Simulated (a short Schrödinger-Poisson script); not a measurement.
Structure: MOS inversion layer, SiO2 on p-type Ge(111), at 300 K.

```csv
layer,material,thickness (nm),Na (cm⁻³)
1,SiO2,2.4,-
2,Ge,720,3.3e17
```

The device is made up for the run: typed textbook-type constants, with dimensions and the other settings drawn at random. SiO2: permittivity 3.9, conduction-band edge (eV) 3.1, gap (eV) 9, electron mass (mₑ) 0.5. Ge: permittivity 16, conduction-band edge (eV) 0, gap (eV) 0.664, Nv at 300 K (cm⁻³) 6e18.

Channel valleys (confinement mass, in-plane density-of-states mass, number): L1 1.59, 0.08, 1; L3 0.09, 0.34, 3. At the gate the conduction-band edge of layer 1 lies 3.29 eV − eVg above the Fermi level of the channel; the field vanishes at the back. Gaps are held at their typed values at every temperature. Mesh 0.03 nm at interfaces.

From a short Schrödinger-Poisson script (our own, NumPy): 1D Poisson equation in equilibrium, electrons quantum, Hartree (BenDaniel-Duke, 12 states a valley, the channel's in-plane mass for all, wave functions free to enter the dielectric), parabolic valleys, classical holes, full ionisation, no traps, pinning or gate leakage.

Only gate voltages with over 1e8 electrons/cm² are shown.

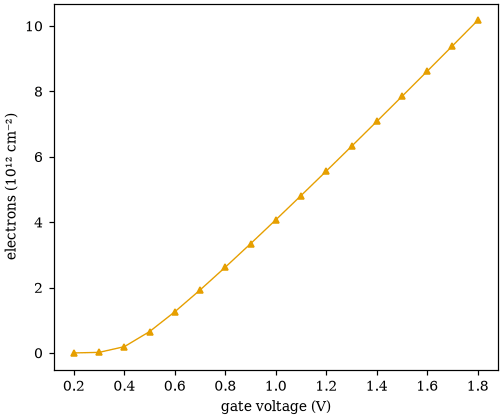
Fig. 1. Sheet density against gate voltage

```tsv
Vg (V)	electrons (cm⁻²)	C (μF/cm²)	L1 E0 (meV)	L1 E1 (meV)	L3 E0 (meV)	L3 E1 (meV)
0.2	9.56e8	0.255	204.4	236.8	260.5	339.7
0.4	1.93e11	0.654	61.7	99.1	125.4	216.1
0.6	1.26e12	1.06	4.3	49.0	77.3	174.9
0.8	2.62e12	1.15	-24.8	27.6	57.5	160.5
1	4.07e12	1.18	-46.6	13.5	44.7	152.7
1.2	5.56e12	1.21	-64.9	2.6	34.9	147.8
1.4	7.08e12	1.23	-81.3	-6.3	26.8	144.4
1.6	8.62e12	1.24	-96.2	-14.0	19.8	142.0
1.8	1.02e13	1.25	-110.1	-20.8	13.6	140.2
```

Subbands count from the Fermi level.

Only the L valleys are kept; under strong confinement the Δ valleys of Ge fill too.
